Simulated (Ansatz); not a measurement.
# CH3Ga (triplet): wave-function methods side by side at a displaced geometry (v1), cc-pVDZ

Aim: climb from Hartree-Fock through coupled cluster for CH3Ga (triplet) at one geometry and basis, and see what each rung misses.

Program: Ansatz 0.2.0, Gaussian basis. Level of theory: cc-pVDZ, core rule «outside noble gas», up to 15 orbitals frozen. These are calculated values, not measurements.

To be run: UHF; CCSD(T) on ROHF; CCSD(T) on UHF; BCCD(T) on ROHF; CISD; CCSDT(Q) on ROHF; CCSDT(Q) on UHF.

27 further runs of the same task are left out: 1 for a known fault of the program, 11 that didn't finish, 15 set aside as unsound or not needed.

## 1. What is computed

The geometry is a PBE0/def2-TZVP stationary point (not a proven minimum) with its atoms shifted at random (size 0.040 Å). No spin-orbit coupling is included. The filled d shell of Ga may be among the frozen orbitals whatever the setting's name suggests; the logs give the count.

5 atoms, charge 0, spin multiplicity 3.

Atoms are counted from 1 here; the program's logs count them from 0.

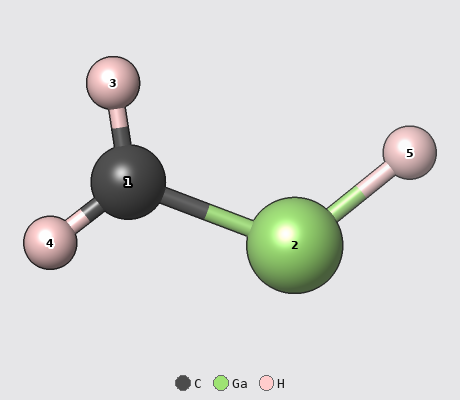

The geometry (carbon dark grey, gallium green, hydrogen pink); atoms are numbered from 1 in the order of the file.

In the tables R marks a restricted open-shell determinant and U an unrestricted one; energies count from the table's Hartree-Fock row.

## 2. UHF

File in.yaml:

```yaml
crystal:
  periodic: [false, false, false]
  atoms:
    - {symbol: C, position_ang: [0.001952, 0.096021, 1.636729]}
    - {symbol: Ga, position_ang: [0.001119, -0.039820, -0.327083]}
    - {symbol: H, position_ang: [0.049083, 1.089837, 2.115768]}
    - {symbol: H, position_ang: [-0.053694, -0.791753, 2.266638]}
    - {symbol: H, position_ang: [-0.096078, 1.312204, -1.260251]}
basis:
  gaussian: {orbitals: cc-pVDZ}
magnetization: {spin_polarized: true, initial_magnetization: 2}
hamiltonian: {xc: hf}
output: {orbitals: {seedname: orbitals}}
```

Started as:

```sh
$ ansatz run in.yaml --threads 1 --pin off --events-out ev --progress --plain --max-ram 2393MiB
```

The program printed:

```text
Functional definition: HF
  name "HF"
  cite "Fock, Z. Phys. 61, 126 (1930) doi:10.1007/BF01340294"
  parent pbe
  exchange = exact_x
  correlation = 0
584 factors; integrals over basis functions are off by at most 1.3e-3 eV
mean field evaluation 1: about -53407.6850 eV, gradient 1.2e1 eV
mean field evaluation 2: about -53407.7080 eV, gradient 1.2e1 eV
mean field evaluation 4: about -53409.0126 eV, gradient 1.8e0 eV
mean field evaluation 8: about -53409.0729 eV, gradient 2.2e-1 eV
mean field evaluation 16: about -53404.2215 eV, gradient 1.2e1 eV
mean field -53409.07470030 eV, -1962.7472932651 hartree, gradient 1.3e-5 eV, S^2 2.015125; 1 other end points of the search recorded, 0 dependent functions left out
reference -53409.07470030 eV, -1962.7472932651 hartree; 21, 19 occupied and 35, 37 virtual orbitals, 584 factors
Total energy: -53409.07470030 eV, -1962.7472932651 hartree
```

Run time: 0.75 s. Hardware: 1 thread of Arm Neoverse V2, shared host.

From the report: ⟨S²⟩ of the determinant 2.015 (pure triplet: 2.00).

## 3. CCSD(T) on ROHF

Changes to in.yaml since step 2:

```diff
@@ -10,4 +10,4 @@
   gaussian: {orbitals: cc-pVDZ}
-magnetization: {spin_polarized: true, initial_magnetization: 2}
-hamiltonian: {xc: hf}
-output: {orbitals: {seedname: orbitals}}
+magnetization: {spin_polarized: false, initial_magnetization: 2}
+correlation: {method: ccsd_t, electrons: outside_noble_gas}
+output: {forces: true}
```

Launched as before.

The program printed (excerpt; [...] marks lines left out):

```text
Functional definition: HF
  name "HF"
  cite "Fock, Z. Phys. 61, 126 (1930) doi:10.1007/BF01340294"
  parent pbe
[...]
584 factors; integrals over basis functions are off by at most 1.3e-3 eV
[...]
mean field -53408.94112546 eV, -1962.7423844801 hartree, gradient 6.2e-6 eV, S^2 2.000000; 2 other end points of the search recorded, 0 dependent functions left out
[...]
determinant -53408.94112546 eV, -1962.7423844801 hartree, with singles and doubles -53414.41261460 eV, -1962.9434579971 hartree
determinant -53406.20259740 eV, -1962.6417454300 hartree, with singles and doubles -53411.93646031 eV, -1962.8524610056 hartree
15 core orbitals not correlated: weight in the atoms' cores, before any rotation towards them, 0.996 or more for the frozen orbitals, at most 0.005 for the correlated occupied ones
reference -53408.94112546 eV, -1962.7423844801 hartree; 6, 4 occupied and 35, 37 virtual orbitals, 584 factors
second order -4.54701951 eV of doubles, -0.07182959 eV of singles
cycle   1  -5.47152723 eV  change   -3.8e-5 eV  update   4.5e-4
[...]
cycle   9  -5.47156852 eV  change   -1.2e-6 eV  update   1.2e-6
perturbative correction -0.13324739 eV, -0.0048967514 hartree
[...]
Total energy: -53414.54594137 eV, -1962.9483576658 hartree
Atom 0 at     0.001952     0.096021     1.636729 Å, force     0.061471     0.408855    -0.434518 eV/Å
Atom 1 at     0.001119    -0.039820    -0.327083 Å, force    -0.082328     0.193638    -0.631425 eV/Å
Atom 2 at     0.049083     1.089837     2.115768 Å, force    -0.051395    -0.173727     0.309316 eV/Å
Atom 3 at    -0.053694    -0.791753     2.266638 Å, force     0.009560    -0.137318     0.484347 eV/Å
Atom 4 at    -0.096078     1.312204    -1.260251 Å, force     0.062692    -0.291448     0.272280 eV/Å
Dipole moment:     0.013662    -0.040024     0.194322 e Å
```

Wall time 5.5 s (1 thread of Arm Neoverse V2, shared host).

From the report: correlation -5.6048 eV; T1 0.019; largest double amplitude 0.03.

## 4. CCSD(T) on UHF

Changes to in.yaml since step 3:

```diff
@@ -10,3 +10,3 @@
   gaussian: {orbitals: cc-pVDZ}
-magnetization: {spin_polarized: false, initial_magnetization: 2}
+magnetization: {spin_polarized: true, initial_magnetization: 2}
 correlation: {method: ccsd_t, electrons: outside_noble_gas}
```

Same command.

The program printed (excerpt; [...] marks lines left out):

```text
Functional definition: HF
  name "HF"
  cite "Fock, Z. Phys. 61, 126 (1930) doi:10.1007/BF01340294"
  parent pbe
[...]
584 factors; integrals over basis functions are off by at most 1.3e-3 eV
[...]
mean field -53409.07470030 eV, -1962.7472932651 hartree, gradient 6.9e-6 eV, S^2 2.015125; 2 other end points of the search recorded, 0 dependent functions left out
determinant -53409.07470030 eV, -1962.7472932651 hartree, with singles and doubles -53414.42244807 eV, -1962.9438193706 hartree
determinant -53406.48067232 eV, -1962.6519644950 hartree, with singles and doubles -53411.92304160 eV, -1962.8519678771 hartree
15 core orbitals not correlated: weight in the atoms' cores, before any rotation towards them, 0.995 or more for the frozen orbitals, at most 0.005 for the correlated occupied ones
reference -53409.07470030 eV, -1962.7472932651 hartree; 6, 4 occupied and 35, 37 virtual orbitals, 584 factors
second order -4.48287379 eV of doubles, -0.00000000 eV of singles
cycle   1  -5.34774401 eV  change    3.8e-6 eV  update   5.3e-4
[...]
cycle   9  -5.34778121 eV  change   -3.5e-7 eV  update   1.2e-6
perturbative correction -0.13014201 eV, -0.0047826307 hartree
[...]
Total energy: -53414.55262353 eV, -1962.9486032304 hartree
Atom 0 at     0.001952     0.096021     1.636729 Å, force     0.061425     0.411000    -0.438808 eV/Å
Atom 1 at     0.001119    -0.039820    -0.327083 Å, force    -0.082407     0.192317    -0.628745 eV/Å
Atom 2 at     0.049083     1.089837     2.115768 Å, force    -0.051522    -0.175084     0.309426 eV/Å
Atom 3 at    -0.053694    -0.791753     2.266638 Å, force     0.009695    -0.136750     0.483950 eV/Å
Atom 4 at    -0.096078     1.312204    -1.260251 Å, force     0.062809    -0.291482     0.274177 eV/Å
Dipole moment:     0.013720    -0.041155     0.193947 e Å
```

It took 5.5 s on 1 thread of Arm Neoverse V2, shared host.

From the report: ⟨S²⟩ of the determinant 2.015 (pure triplet: 2.00); correlation -5.4779 eV; T1 0.016; largest double amplitude 0.03.

## 5. BCCD(T) on ROHF

Changes to in.yaml since step 4:

```diff
@@ -10,4 +10,3 @@
   gaussian: {orbitals: cc-pVDZ}
-magnetization: {spin_polarized: true, initial_magnetization: 2}
-correlation: {method: ccsd_t, electrons: outside_noble_gas}
-output: {forces: true}
+magnetization: {spin_polarized: false, initial_magnetization: 2}
+correlation: {method: bccd_t, electrons: outside_noble_gas}
```

Same command.

The program printed (excerpt; [...] marks lines left out):

```text
Functional definition: HF
  name "HF"
  cite "Fock, Z. Phys. 61, 126 (1930) doi:10.1007/BF01340294"
  parent pbe
[...]
584 factors; integrals over basis functions are off by at most 1.3e-3 eV
[...]
mean field -53408.94112546 eV, -1962.7423844801 hartree, gradient 6.2e-6 eV, S^2 2.000000; 2 other end points of the search recorded, 0 dependent functions left out
[...]
determinant -53408.94112546 eV, -1962.7423844801 hartree, with singles and doubles -53414.41261460 eV, -1962.9434579971 hartree
determinant -53406.20259740 eV, -1962.6417454300 hartree, with singles and doubles -53411.93646031 eV, -1962.8524610056 hartree
15 core orbitals not correlated: weight in the atoms' cores, before any rotation towards them, 0.996 or more for the frozen orbitals, at most 0.005 for the correlated occupied ones
reference -53408.94112546 eV, -1962.7423844801 hartree; 6, 4 occupied and 35, 37 virtual orbitals, 584 factors
second order -4.54701951 eV of doubles, -0.07182959 eV of singles
cycle   1  -5.46898652 eV  change    2.5e-3 eV  update   3.9e-3
[...]
cycle   8  -5.46791748 eV  change   -2.9e-7 eV  update   9.1e-6
perturbative correction -0.13695925 eV, -0.0050331597 hartree
Total energy: -53414.54600220 eV, -1962.9483599011 hartree
```

It took 2.9 s on 1 thread of Arm Neoverse V2, shared host.

From the report: correlation -5.6049 eV; largest double amplitude 0.03.

## 6. CISD

Changes to in.yaml since step 5:

```diff
@@ -11,2 +11,2 @@
 magnetization: {spin_polarized: false, initial_magnetization: 2}
-correlation: {method: bccd_t, electrons: outside_noble_gas}
+correlation: {active_space: {ras: {orbitals: [4, 2, 35], electrons: 10, max_holes: 2, max_particles: 2}, fixed_orbitals: true}}
```

Same command.

The program printed:

```text
Functional definition: HF
  name "HF"
  cite "Fock, Z. Phys. 61, 126 (1930) doi:10.1007/BF01340294"
  parent pbe
  exchange = exact_x
  correlation = 0
584 factors; integrals over basis functions are off by at most 1.3e-3 eV
mean field evaluation 1: about -53407.7747 eV, gradient 1.4e1 eV
mean field evaluation 2: about -53407.7963 eV, gradient 1.4e1 eV
mean field evaluation 4: about -53408.9026 eV, gradient 2.4e0 eV
mean field evaluation 8: about -53408.9411 eV, gradient 1.4e-3 eV
mean field evaluation 16: about -53408.9130 eV, gradient 1.5e0 eV
mean field -53408.94112546 eV, -1962.7423844801 hartree, gradient 6.2e-6 eV, S^2 2.000000; 1 other end points of the search recorded, 0 dependent functions left out
reference -53408.94112546 eV, -1962.7423844801 hartree; 21, 19 occupied and 35, 37 virtual orbitals, 584 factors
state -53414.06228223 eV, -1962.9305835203 hartree
Total energy: -53414.06228223 eV, -1962.9305835203 hartree
```

Run time: 1.9 s. Hardware: 1 thread of Arm Neoverse V2, shared host.

From the report: 175,701 determinants.

## 7. CCSDT(Q) on ROHF

Changes to in.yaml since step 6:

```diff
@@ -11,2 +11,2 @@
 magnetization: {spin_polarized: false, initial_magnetization: 2}
-correlation: {active_space: {ras: {orbitals: [4, 2, 35], electrons: 10, max_holes: 2, max_particles: 2}, fixed_orbitals: true}}
+correlation: {method: ccsdt_q, electrons: outside_noble_gas}
```

The command is unchanged.

The program printed (excerpt; [...] marks lines left out):

```text
Functional definition: HF
  name "HF"
  cite "Fock, Z. Phys. 61, 126 (1930) doi:10.1007/BF01340294"
  parent pbe
[...]
1094 factors; integrals over basis functions are off by at most 1.7e-7 eV
[...]
mean field -53408.94126126 eV, -1962.7423894707 hartree, gradient 6.7e-6 eV, S^2 2.000000; 2 other end points of the search recorded, 0 dependent functions left out
[...]
determinant -53408.94126126 eV, -1962.7423894707 hartree, with singles and doubles -53414.41275287 eV, -1962.9434630788 hartree
determinant -53406.20273915 eV, -1962.6417506394 hartree, with singles and doubles -53411.93660440 eV, -1962.8524663007 hartree
15 core orbitals not correlated: weight in the atoms' cores, before any rotation towards them, 0.996 or more for the frozen orbitals, at most 0.005 for the correlated occupied ones
reference -53408.94126126 eV, -1962.7423894707 hartree; 6, 4 occupied and 35, 37 virtual orbitals, 1094 factors
second order -4.54704923 eV of doubles, -0.07182955 eV of singles
cycle   1  -5.22573345 eV  change   -6.1e-1 eV  update   6.7e-2
[...]
cycle  17  -5.62924409 eV  change    3.1e-7 eV  update   8.0e-7
perturbative correction -0.00746595 eV, -0.0002743685 hartree
Total energy: -53414.57797129 eV, -1962.9495347438 hartree
```

Wall time 42 s (1 thread of Arm Neoverse V2, shared host); peak memory 0.46 GiB.

From the report: correlation -5.6367 eV; T1 0.020; largest double amplitude 0.04.

## 8. CCSDT(Q) on UHF

Changes to in.yaml since step 7:

```diff
@@ -10,3 +10,3 @@
   gaussian: {orbitals: cc-pVDZ}
-magnetization: {spin_polarized: false, initial_magnetization: 2}
+magnetization: {spin_polarized: true, initial_magnetization: 2}
 correlation: {method: ccsdt_q, electrons: outside_noble_gas}
```

Same command.

The program printed (excerpt; [...] marks lines left out):

```text
Functional definition: HF
  name "HF"
  cite "Fock, Z. Phys. 61, 126 (1930) doi:10.1007/BF01340294"
  parent pbe
[...]
1094 factors; integrals over basis functions are off by at most 1.7e-7 eV
[...]
mean field -53409.07483614 eV, -1962.7472982569 hartree, gradient 7.2e-6 eV, S^2 2.015125; 2 other end points of the search recorded, 0 dependent functions left out
determinant -53409.07483614 eV, -1962.7472982569 hartree, with singles and doubles -53414.42258643 eV, -1962.9438244554 hartree
determinant -53406.48081458 eV, -1962.6519697230 hartree, with singles and doubles -53411.92319054 eV, -1962.8519733503 hartree
15 core orbitals not correlated: weight in the atoms' cores, before any rotation towards them, 0.995 or more for the frozen orbitals, at most 0.005 for the correlated occupied ones
reference -53409.07483614 eV, -1962.7472982569 hartree; 6, 4 occupied and 35, 37 virtual orbitals, 1094 factors
second order -4.48290288 eV of doubles, -0.00000000 eV of singles
cycle   1  -5.09188490 eV  change   -6.1e-1 eV  update   6.8e-2
[...]
cycle  17  -5.50285302 eV  change    2.9e-7 eV  update   9.2e-7
perturbative correction -0.00762808 eV, -0.0002803268 hartree
Total energy: -53414.58531724 eV, -1962.9498047021 hartree
```

Wall time 38 s (1 thread of Arm Neoverse V2, shared host); peak memory 0.4 GiB.

From the report: ⟨S²⟩ of the determinant 2.015 (pure triplet: 2.00); correlation -5.5105 eV; T1 0.017; largest double amplitude 0.04.

## 9. The ladder

The yardstick is UCCSDT(Q), where the cluster series has nearly closed. Rows without a time come out of other runs: HF, MP2 and CCSD of CCSD(T), CCSDT of CCSDT(Q). The times of RCCSD(T), UCCSD(T) include forces.

Differences are taken before rounding.

| method | energy from the lowest RHF (meV) | from UCCSDT(Q) (meV) | time |
| --- | --- | --- | --- |
| RHF | 0.0 | +5644.2 |  |
| UHF | -133.6 | +5510.6 |  |
| RMP2 | -4618.8 | +1025.3 |  |
| UMP2 | -4616.4 | +1027.7 |  |
| RCCSD | -5471.6 | +172.6 |  |
| UCCSD | -5481.4 | +162.8 |  |
| RCCSD(T) | -5604.8 | +39.4 | 5.5 s |
| UCCSD(T) | -5611.5 | +32.7 | 5.5 s |
| BCCD(T) | -5604.9 | +39.3 | 2.9 s |
| RCCSDT | -5629.4 | +14.8 |  |
| UCCSDT | -5636.6 | +7.6 |  |
| RCCSDT(Q) | -5636.8 | +7.3 | 42 s |
| UCCSDT(Q) | -5644.2 | 0 | 38 s |

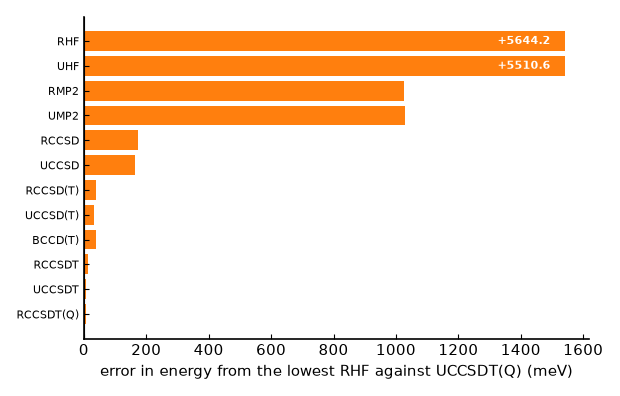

Deviations from UCCSDT(Q), method by method. Bars with a number in them are cut short.

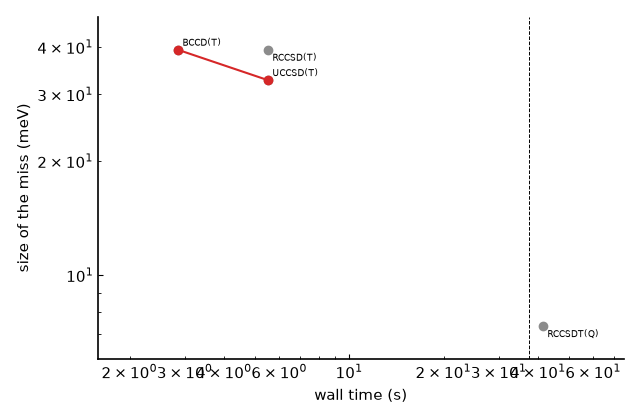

Accuracy for the time spent; red marks the levels that beat every quicker one drawn (of those quicker than the yardstick), and the dashed line is the time of UCCSDT(Q). Times are from a shared host.

Not comparable, so not listed: CISD (they don't share determinant, frozen orbitals or solution with the rows shown, or repeat one).

## 10. What came out

| quantity | value |
| --- | --- |
| UCCSDT(Q) below the RHF energy | -5.6442 eV |
| RMP2 from UCCSDT(Q) | +1025.3 meV |
| UMP2 from UCCSDT(Q) | +1027.7 meV |
| RCCSD from UCCSDT(Q) | +172.6 meV |
| RCCSD(T) from UCCSDT(Q) | +39.4 meV |
| UCCSD(T) from UCCSDT(Q) | +32.7 meV |
| RCCSDT(Q) from UCCSDT(Q) | +7.3 meV |
| levels within 1 kcal/mol (43 meV) | RCCSD(T), UCCSD(T), BCCD(T), RCCSDT, UCCSDT, RCCSDT(Q) |
| T1 diagnostic | 0.019 |

What this shows: RCCSD(T) misses by +39.4 meV, 0.7 % of the correlation energy. These misses are within one basis, not against nature; the frozen cores of restricted and unrestricted runs differ, which can shift their rows.

UCCSD(T) reaches 32.7 meV from the reference in 5.5 s, where UCCSDT(Q) took 38 s; the quickest level in the cost chart, BCCD(T), takes 2.9 s and misses by 39.3 meV.
